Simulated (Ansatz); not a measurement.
# Lattice dynamics of LaMg (Pm-3m)

Aim: the vibrations of LaMg (Pm-3m), their spectra, and whether the structure is stable.

Main program and level: Ansatz 0.2.0; DFT PBEsol, scalar-relativistic, plane waves, PAW; PAW set soft_1.

## Step 1: Set-up

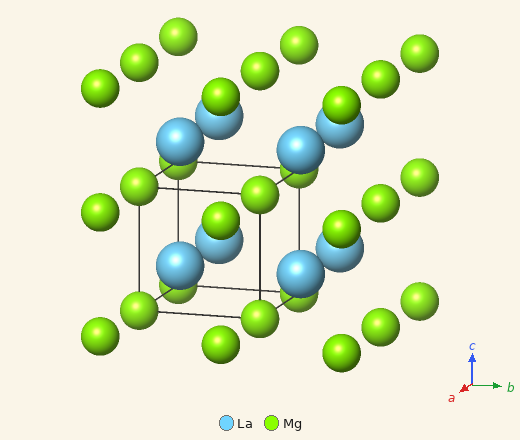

Start, viewed slightly off an axis; lanthanum blue, magnesium green. 2×2×2 cells are drawn. Some periodic images of atoms are drawn too.

## Step 2: Relaxation

Harmonic phonons are second derivatives at a point where the forces vanish, and they are wanted at zero stress, so atoms and cell are relaxed first.

File input.yaml:

```yaml
crystal:
  lattice:
    - [3.965, 0.0, 0.0]
    - [0.0, 3.965, 0.0]
    - [0.0, 0.0, 3.965]
  atoms:
    - { symbol: La, position: [0.5, 0.5, 0.5] }
    - { symbol: Mg, position: [0.0, 0.0, 0.0] }
kpoints:
  mp_grid: { grid: [10, 10, 10] }
hamiltonian:
  xc: pbesol
  pseudopotentials: { kind: paw, azcp: { folder: soft_1 }, xc_functional: pbe }
scf:
  occupations: { method: gaussian, width: 0.1 }
output:
  forces: true
  stress: true
  eigenvalues: true
  write_density: true
  write_potential: true
  elf: true
  volumetric_format: npy
relax:
  adjacent_minimum: "off"
  f_tol: 0.005
  max_steps: 80
  cell: { stress_tol: 0.05 }
```

The run is started by

```sh
$ ansatz run input.yaml --threads 4 --pin off --max-ram 10240MiB --backend cpu --events-out ev --progress --plain --runs-dir out
```

Numbers of over 12 decimals in the logs are rounded to 6 here.

What it wrote:

```text
Engine: ansatz 0.2.0, x86_64-unknown-linux-gnu
Pseudopotentials: kind: paw
Pseudopotential: La, paw, valence charge 11, recommended cutoff 420 eV (normal), soft_1/La.paw.azcp
Pseudopotential: Mg, paw, valence charge 10, recommended cutoff 420 eV (normal), soft_1/Mg.paw.azcp
Functional definition: PBEsol
  exchange = pbesol_x
  correlation = pbesol_c
Crystal: 2 atoms, lattice volume = 62.335 Å³
Basis set: ecut = 420 eV, 1213 PW (Γ), exchange–correlation on 54×54×54 points (8 copies of the dense FFT grid, shifted against one another)
Bands: 15, of which v1, the nominal top of the filled ones, is band 11 counted from 1 (10 counted from 0)
Symmetry: 48 space group operations
Space group: Pm-3m (ITA 221), of the structure as read, at distance tolerance 4.0e-5 Å
k-points: 56 of 1000
Non-local potential: La, projectors of the file, l = 0: 3, l = 1: 2, l = 2: 2, l = 3: 3
Non-local potential: Mg, projectors of the file, l = 0: 3, l = 1: 2, l = 2: 1
PAW form: soft (Blöchl's): semilocal exchange-correlation on the pseudo side does not see the compensation charge
PAW frozen core: La, regenerated for the run's functional, and the local potential with it (the file was generated under x = pbe(κ = 0.804, μ = 0.219515), c = pbe(β = 0.066725))
PAW frozen core: Mg, regenerated for the run's functional, and the local potential with it (the file was generated under x = pbe(κ = 0.804, μ = 0.219515), c = pbe(β = 0.066725))
PAW one-centre angular grid: La, 590 points (default); XC on 64 Gauss nodes
PAW one-centre angular grid: Mg, 110 points (default); XC on 64 Gauss nodes
Initial density: superposition of atomic densities (chi_scale 0.1, normalization cell, long waves kept (reshape's long-wave potential 0.00 eV rms))
Initial wavefunctions: pseudopotential atomic-orbital guess
Functional: x = pbesol(κ = 0.804, μ = 0.123457), c = pbesol(β = 0.046)
SCF iter   1: F=—  HF=-8073.878355 eV  |F-HF|=—  |Δ(HF+E_count)|=         —  Δρ=1.97e-2  dr2=3.60e-1  ethr=3.10e-3  ⟨swp⟩=3.7  Hψ=3590  notcnv=0
preconditioner: auto → Kerker (q_TF=auto, 2.276 Å⁻¹)  [metal: Δε(μ)=0.029 eV  Ē_g=2.840 eV  σ=0.100 eV  W_gap=0.16  n_scr=18 (ndim 8)  ℏωp=10.5 eV  f_vac=0.000  D(μ)=1.58/eV (n_scr^D=6)]
SCF iter   2: F=—  HF=-8073.785074 eV  |F-HF|=—  |Δ(HF+E_count)|=   9.33e-2  Δρ=1.22e-2  dr2=1.66e-1  ethr=1.71e-3  ⟨swp⟩=2.0  Hψ=1516  notcnv=0  defer=5
SCF iter   3: F=—  HF=-8073.706914 eV  |F-HF|=—  |Δ(HF+E_count)|=   7.82e-2  Δρ=2.54e-3  dr2=6.67e-3  ethr=7.88e-4  ⟨swp⟩=2.9  Hψ=1315  notcnv=0  defer=5
SCF iter   4: F=—  HF=-8073.705080 eV  |F-HF|=—  |Δ(HF+E_count)|=   1.83e-3  Δρ=6.62e-4  dr2=1.81e-4  ethr=3.17e-5  ⟨swp⟩=2.4  Hψ=1463  notcnv=0  defer=5
SCF iter   5: F=—  HF=-8073.705009 eV  |F-HF|=—  |Δ(HF+E_count)|=   7.18e-5  Δρ=9.97e-5  dr2=8.17e-6  ethr=8.62e-7  ⟨swp⟩=2.3  Hψ=1272  notcnv=0  defer=5
SCF iter   6: F=—  HF=-8073.705043 eV  |F-HF|=—  |Δ(HF+E_count)|=   3.44e-5  Δρ=2.29e-5  dr2=4.18e-7  ethr=3.89e-8  ⟨swp⟩=2.4  Hψ=1276  notcnv=0  defer=5
SCF iter   7: F=-8073.705043 eV  HF=-8073.705043 eV  |F-HF|=3.19e-9  |Δ(HF+E_count)|=   3.01e-8  Δρ=3.93e-6  dr2=1.18e-8  ethr=4.76e-10  ⟨swp⟩=11.2  Hψ=6554  notcnv=0
SCF 1 converged in 7 iterations: F = -8073.705043 eV  dr2 = 1.18e-8
  greatest PAW one-centre occupation: 1.000 electrons in one spin orbital (limit 2), on the Mg atom at site 1 (counted from 0), in its partial waves of l = 0
relax step   1: F+E_penalty+E_count = -8073.70504309 eV  Δ(F+E_penalty+E_count) = +0.000e0 eV  max|allowed force component| = 2.169e-30 eV/Å  Δτ_max = 0.0000 Å  P = -1.530 GPa  Ω = 62.335 Å³  (7 SCF iters, dr2 threshold 1.00e-7 eV, accepted)
Crystal: 2 atoms, lattice volume = 60.024 Å³
Basis set: ecut = 420 eV, 1189 PW (Γ), exchange–correlation on 54×54×54 points (8 copies of the dense FFT grid, shifted against one another)
Initial density: handed on by an earlier stage of this run
Initial wavefunctions: those handed on with the density
iter 1 solved again at ethr=3.97e-6 eV; its pass at ethr=3.10e-3 eV (dr2=8.35e-4 eV) is discarded
SCF iter   1: F=—  HF=-8073.718705 eV  |F-HF|=—  |Δ(HF+E_count)|=         —  Δρ=1.11e-3  dr2=8.38e-4  ethr=3.97e-6  ⟨swp⟩=2.1  Hψ=6974  notcnv=0
preconditioner: auto → Resta (q_TF=auto, 2.290 Å⁻¹)  ε∞=14.8  [insulator: Δε(μ)=0.109 eV  Ē_g=2.883 eV  σ=0.100 eV  W_gap=0.56  n_scr=18 (ndim 8)  ℏωp=10.7 eV  f_vac=0.000  D(μ)=1.38/eV (n_scr^D=6)  ε∞_Penn≈14.8]
SCF iter   2: F=—  HF=-8073.718440 eV  |F-HF|=—  |Δ(HF+E_count)|=   2.66e-4  Δρ=6.19e-4  dr2=3.03e-4  ethr=3.97e-6  ⟨swp⟩=1.1  Hψ=847  notcnv=0
SCF iter   3: F=—  HF=-8073.718290 eV  |F-HF|=—  |Δ(HF+E_count)|=   1.50e-4  Δρ=1.04e-4  dr2=1.26e-5  ethr=1.44e-6  ⟨swp⟩=2.5  Hψ=1234  notcnv=0
SCF iter   4: F=—  HF=-8073.718296 eV  |F-HF|=—  |Δ(HF+E_count)|=   6.48e-6  Δρ=2.44e-5  dr2=4.95e-7  ethr=5.99e-8  ⟨swp⟩=2.1  Hψ=1043  notcnv=0
SCF iter   5: F=-8073.718296 eV  HF=-8073.718296 eV  |F-HF|=1.97e-8  |Δ(HF+E_count)|=   1.35e-7  Δρ=7.55e-6  dr2=3.20e-8  ethr=9.52e-10  ⟨swp⟩=11.9  Hψ=6861  notcnv=0
SCF 2 converged in 5 iterations: F = -8073.718296 eV  dr2 = 3.20e-8
  Residual-converged pass: ⟨swp⟩=1.0  Hψ=1064  notcnv=0  max |occ|·‖R‖ = 7.0e-9 eV (tolerance 1.0e-8 eV)  dr2=3.20e-8  dr2_onsite=6.93e-9  max |Δocc| = 1.5e-10
relax step   2: F+E_penalty+E_count = -8073.71829590 eV  Δ(F+E_penalty+E_count) = -1.325e-2 eV  max|allowed force component| = 3.287e-31 eV/Å  Δτ_max = 0.0000 Å  P = -0.262 GPa  Ω = 60.024 Å³  energy of the carried Pulay correction = +6.516e-5 eV  (5 SCF iters, dr2 threshold 2.00e-7 eV, accepted)
Crystal: 2 atoms, lattice volume = 59.569 Å³
iter 1 solved again at ethr=1.62e-7 eV; its pass at ethr=3.10e-3 eV (dr2=3.41e-5 eV) is discarded
SCF iter   1: F=—  HF=-8073.718674 eV  |F-HF|=—  |Δ(HF+E_count)|=         —  Δρ=2.27e-4  dr2=3.56e-5  ethr=1.62e-7  ⟨swp⟩=3.0  Hψ=6694  notcnv=0
preconditioner: auto → Resta (q_TF=auto, 2.293 Å⁻¹)  ε∞=14.9  [insulator: Δε(μ)=0.106 eV  Ē_g=2.886 eV  σ=0.100 eV  W_gap=0.55  n_scr=18 (ndim 8)  ℏωp=10.8 eV  f_vac=0.000  D(μ)=1.35/eV (n_scr^D=6)  ε∞_Penn≈14.9]
SCF iter   2: F=—  HF=-8073.718668 eV  |F-HF|=—  |Δ(HF+E_count)|=   5.94e-6  Δρ=1.24e-4  dr2=1.25e-5  ethr=1.62e-7  ⟨swp⟩=1.1  Hψ=849  notcnv=0
SCF iter   3: F=—  HF=-8073.718662 eV  |F-HF|=—  |Δ(HF+E_count)|=   6.50e-6  Δρ=2.09e-5  dr2=5.52e-7  ethr=5.95e-8  ⟨swp⟩=2.7  Hψ=1192  notcnv=0
SCF iter   4: F=-8073.718661 eV  HF=-8073.718661 eV  |F-HF|=6.00e-9  |Δ(HF+E_count)|=   1.92e-7  Δρ=4.93e-6  dr2=1.02e-8  ethr=8.16e-10  ⟨swp⟩=11.1  Hψ=6737  notcnv=0
SCF 3 converged in 4 iterations: F = -8073.718661 eV  dr2 = 1.02e-8
relax step   3: F+E_penalty+E_count = -8073.71866145 eV  Δ(F+E_penalty+E_count) = -3.655e-4 eV  max|allowed force component| = 2.958e-31 eV/Å  Δτ_max = 0.0000 Å  P = +0.016 GPa  Ω = 59.569 Å³  energy of the carried Pulay correction = +7.831e-5 eV  (4 SCF iters, dr2 threshold 1.71e-7 eV, accepted)
Initial wavefunctions: pseudopotential atomic-orbital guess (no wavefunctions were taken with the density)
iter 1 solved again at ethr=4.03e-8 eV; its pass at ethr=3.10e-3 eV (dr2=8.47e-6 eV) is discarded
SCF iter   1: F=—  HF=-8073.718581 eV  |F-HF|=—  |Δ(HF+E_count)|=         —  Δρ=1.44e-5  dr2=2.76e-8  ethr=4.03e-8  ⟨swp⟩=4.1  Hψ=6827  notcnv=0
preconditioner: auto → Resta (q_TF=auto, 2.293 Å⁻¹)  ε∞=14.9  [insulator: Δε(μ)=0.107 eV  Ē_g=2.883 eV  σ=0.100 eV  W_gap=0.55  n_scr=18 (ndim 8)  ℏωp=10.8 eV  f_vac=0.000  D(μ)=1.36/eV (n_scr^D=6)  ε∞_Penn≈14.9]
SCF iter   2: F=—  HF=-8073.718586 eV  |F-HF|=—  |Δ(HF+E_count)|=   5.40e-6  Δρ=7.08e-6  dr2=9.02e-9  ethr=1.31e-10  ⟨swp⟩=2.0  Hψ=1434  notcnv=0
SCF iter   3: F=—  HF=-8073.718586 eV  |F-HF|=—  |Δ(HF+E_count)|=   2.36e-9  Δρ=1.17e-6  dr2=8.27e-10  ethr=4.30e-11  ⟨swp⟩=2.2  Hψ=1344  notcnv=0
SCF iter   4: F=—  HF=-8073.718586 eV  |F-HF|=—  |Δ(HF+E_count)|=  1.67e-10  Δρ=2.43e-7  dr2=2.82e-11  ethr=3.94e-12  ⟨swp⟩=2.2  Hψ=1341  notcnv=0
SCF iter   5: F=-8073.718586 eV  HF=-8073.718586 eV  |F-HF|=0.00e0  |Δ(HF+E_count)|=  7.28e-12  Δρ=6.50e-8  dr2=1.34e-12  ethr=1.00e-12  ⟨swp⟩=5.8  Hψ=3520  notcnv=0
SCF 4 converged in 5 iterations: F = -8073.718586 eV  dr2 = 1.34e-12
relax step   4: F+E_penalty+E_count = -8073.71858643 eV  Δ(F+E_penalty+E_count) = +7.502e-5 eV  max|allowed force component| = 3.451e-31 eV/Å  Δτ_max = 0.0000 Å  P = +0.016 GPa  Ω = 59.569 Å³  stress off target by 1.58e-2 GPa  SCF on the basis re-selected at this cell (its energy is not comparable with the rows above)  (5 SCF iters)
basis re-selected at this cell: Δ(F+E_penalty+E_count) = +7.502e-5 eV, ΔP = -0.000 GPa vs the last step (what re-selecting the basis moved, of the pressure what is left beyond the Pulay correction that the steps carried, after the strain that the cell walked since its last selection, with what the two solves' SCF thresholds leave and, on support functions, any second-order correction that the steps lacked; it is no m [...]
SCF converged after 5 iterations
Free energy (F): -8073.718586 eV
Harris-Foulkes:  -8073.718586 eV  (|F-HF|=0.00e0)
Internal energy: -8073.711788 eV  (E = F + TS)
E sigma→0 (E₀):  -8073.715187 eV
Entropy (-TS):   -0.006798 eV (-3.399 meV/atom)
Fermi energy:    8.792943 eV
--- Per-component energies (eV) ---
  E_band       = -390.147307
  E_kinetic    = 255.035399
  E_local      = -2057.895075  (includes V_loc(G=0)·N_el)
  E_nonlocal   = 284.639485
  E_hartree    = 711.086651
  E_xc         = -167.347354
  E_vxc        = -177.725695  (∫ρ·V_xc dr)
  E_paw        = -5618.242860  (= ΣΔE_a)
  E_vpaw       = -116.374638  (= ΣTr[D̂ρ^β])
  E_aug_tail   = -0.000137  (compensation charges beyond the density's cutoff)
  E_ewald      = -1481.215796
  E_core_change = 0.227898  (= ΣΔE_core)
  E_smearing   = -0.006798  (= −TS)
  E_closure    = -0.000000  (closes the sum)
  Σ components = -8073.718586   (vs F -8073.718586, Δ=0.00e0)
--- Forces (eV/Å), atoms counted from 1 ---
  atom   1  La     0.00000000    -0.00000000    -0.00000000
  atom   2  Mg     0.00000000     0.00000000    -0.00000000
  max |Σ_I F_I| component: 8.87e-31 eV/Å
--- Stress (GPa, compression-positive) ---
        0.015814      -0.000000       0.000000
       -0.000000       0.015814       0.000000
        0.000000       0.000000       0.015814
  P = ⅓ Tr σ = 0.0158 GPa (0.158 kbar)
--- Band table (eV; the first three rows and the last of 56) ---
  k-point 0: bands = [... 7 lower, -7.4454, 3.9155, 8.1510, 8.1510, 10.4536, 10.4536, 10.4536, 10.5252]
  k-point 1: bands = [... 7 lower, -7.4402, 4.0606, 8.2081, 8.2355, 10.3956, 10.4466, 10.4466, 10.5059]
  k-point 2: bands = [... 7 lower, -7.4265, 4.4666, 8.3536, 8.3705, 10.2671, 10.4140, 10.4140, 10.4457]
  k-point 55: bands = [... 7 lower, -7.8495, 7.1682, 7.1682, 7.1682, 9.0925, 10.5353, 10.5353, 10.5353]
--- Relaxed structure (3 steps of the walk, 3 accepted, 1 SCFs on fresh bases) ---
  F+E_penalty+E_count = -8073.71858643 eV   max|allowed force component| = 3.451e-31 eV/Å   (the final SCF, on the basis selected at the relaxed cell)
  cell:  # Å, volume = 59.5686 Å³
    - [3.905462, 0, 0]
    - [0, 3.905462, 0]
    - [0, 0, 3.905462]
  atoms:
    - { symbol: La, position: [0.5, 0.5, 0.5] }
    - { symbol: Mg, position: [0, 0, 0] }
```

Run time: 4.5 s. Hardware: 4 threads of Intel Xeon Platinum 8488C (Sapphire Rapids), shared host; peak memory 0.47 GiB.

Relaxation path:

| step | energy less that of the first step (eV) | largest force component (eV/Å) | pressure (GPa) | volume (Å³) |
| --- | --- | --- | --- | --- |
| 1 | 0.0000 | 0.0000 | -1.53 | 62.33 |
| 2 | -0.0133 | 0.0000 | -0.26 | 60.02 |
| 3 | -0.0136 | 0.0000 | 0.02 | 59.57 |
| 4* | -0.0135 | 0.0000 | 0.02 | 59.57 |

Relaxation steps marked * repeat the geometry before them on a plane-wave basis chosen anew for their cell, so energy and pressure can jump there.

The run keeps the 48 symmetry operations that it works with, so distortions that break them were not tested.

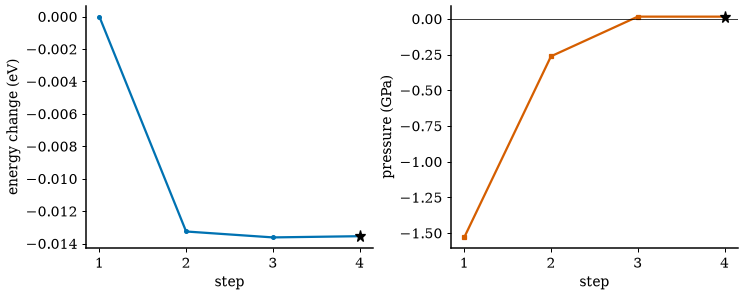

Energy and pressure along the relaxation. Stars mark steps on a basis chosen anew.

| conventional cell, symmetrised | before | after | change |
| --- | --- | --- | --- |
| a (Å) | 3.965 | 3.905 | -1.5 % |
| b (Å) | 3.965 | 3.905 | -1.5 % |
| c (Å) | 3.965 | 3.905 | -1.5 % |
| volume (Å³/atom) | 31.17 | 29.78 | -4.4 % |

The relaxed structure:

```xyz
2
Lattice="3.9055 0.0000 0.0000 0.0000 3.9055 0.0000 0.0000 0.0000 3.9055" Properties=species:S:1:pos:R:3 pbc="T T T"
La    1.9527    1.9527    1.9527
Mg    0.0000    0.0000    0.0000
```

Numbers from this step:

```
pressure          : 0.01581 GPa
volume per atom   : 29.78 Å³
gap on the k-mesh : 0 eV
```

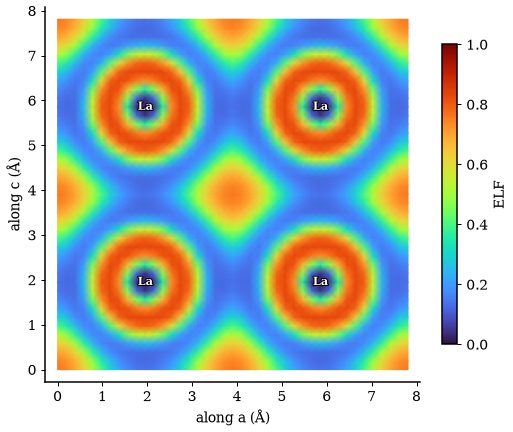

ELF in the ac plane at fractional y = 0.500, with atoms of La within 0.2 Å of it. It is the smooth field of the valence electrons, not physical close to the nuclei.

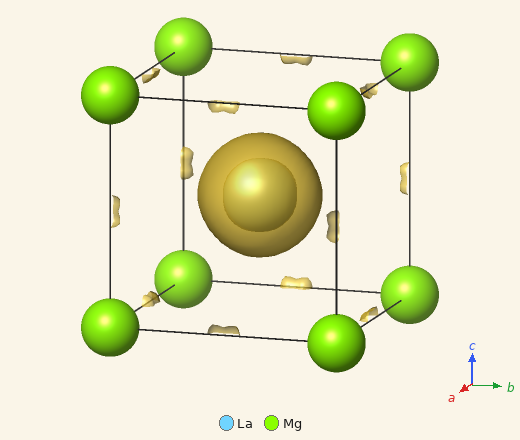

Surface of ELF = 0.75.

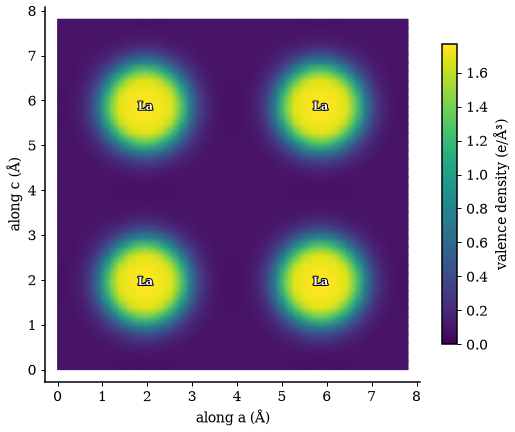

Valence density in the ac plane at fractional y = 0.500, with atoms of La within 0.2 Å of it. It is the smooth field of the valence electrons, not physical close to the nuclei.

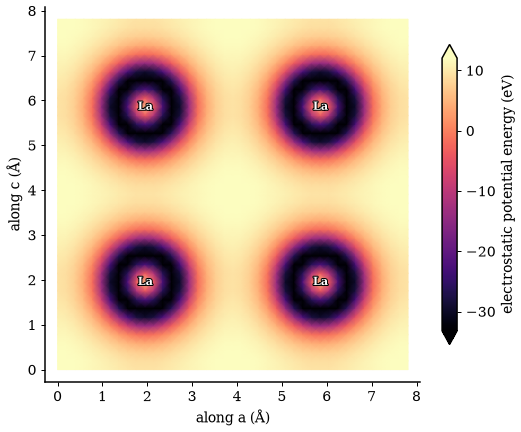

Electrostatic potential energy in the ac plane at fractional y = 0.500, with atoms of La within 0.2 Å of it. With pseudopotentials it is smooth inside the atoms' cores, unlike the true potential.

In this step the volume went from 31.17 to 29.78 Å³/atom.

## Step 3: Relaxing to small forces for the phonons

Phonons need a cell at rest on their own settings, so the relaxation is repeated with tight tolerances on forces and stress on the k mesh and occupations of the first response run.

File input.yaml:

```yaml
crystal:
  lattice:
    - [3.905461931, 0.0, 0.0]
    - [0.0, 3.905461931, 0.0]
    - [0.0, 0.0, 3.905461931]
  atoms:
    - { symbol: La, position: [0.5, 0.5, 0.5] }
    - { symbol: Mg, position: [0.0, 0.0, 0.0] }
kpoints:
  mp_grid: { grid: [12, 12, 12] }
hamiltonian:
  xc: pbesol
  pseudopotentials: { kind: paw, azcp: { folder: soft_1 }, xc_functional: pbe }
scf:
  occupations: { method: methfessel_paxton, width: 0.2 }
output:
  forces: true
  stress: true
  eigenvalues: true
relax:
  adjacent_minimum: "off"
  f_tol: 0.001
  max_steps: 60
  cell: { stress_tol: 0.01 }
```

What it wrote:

```text
[...]
Crystal: 2 atoms, lattice volume = 59.569 Å³
Basis set: ecut = 420 eV, 1189 PW (Γ), exchange–correlation on 54×54×54 points (8 copies of the dense FFT grid, shifted against one another)
Bands: 15, of which v1, the nominal top of the filled ones, is band 11 counted from 1 (10 counted from 0)
Symmetry: 48 space group operations
[...]
k-points: 84 of 1728
[...]
k-point 83: bands = [... 7 lower, -7.8864, 7.1484, 7.1484, 7.1484, 9.0701, 10.5004, 10.5004, 10.5004]
--- Relaxed structure (2 steps of the walk, 2 accepted, 1 SCFs on fresh bases) ---
[...]
cell:  # Å, volume = 59.7002 Å³
    - [3.908335, 0.0, 0]
    - [0, 3.908335, 0]
    - [0, 0, 3.908335]
  atoms:
    - { symbol: La, position: [0.5, 0.5, 0.5] }
    - { symbol: Mg, position: [0, 0, 0.0] }
[key lines of the parts left out:]
SCF converged after 5 iterations
Free energy (F): -8073.711491 eV
Fermi energy:    8.720024 eV
P = ⅓ Tr σ = 0.0094 GPa (0.094 kbar)
```

Elapsed: 4 s, on 4 threads; peak memory 0.48 GiB.

Little changed from the start: no atom moved by 0.005 Å and no cell edge by 0.1 %.

Numbers from this step:

```
pressure        : 0.009369 GPa
volume per atom : 29.85 Å³
```

The forces vanish by symmetry and the pressure is 0.009 GPa, within the tolerances set. The cell now holds 29.85 Å³/atom.

[end of part 1 of 2]

[Logs are printed without paths, hosts, clocks, repeated set-up lines and the standing remarks that a program may print on its own settings, such as how far it seeks lower states.]

[Hosts, paths, dates, database ids (printed as entryN), source tags and the programs' standing remarks are cut or masked in the printed files.]
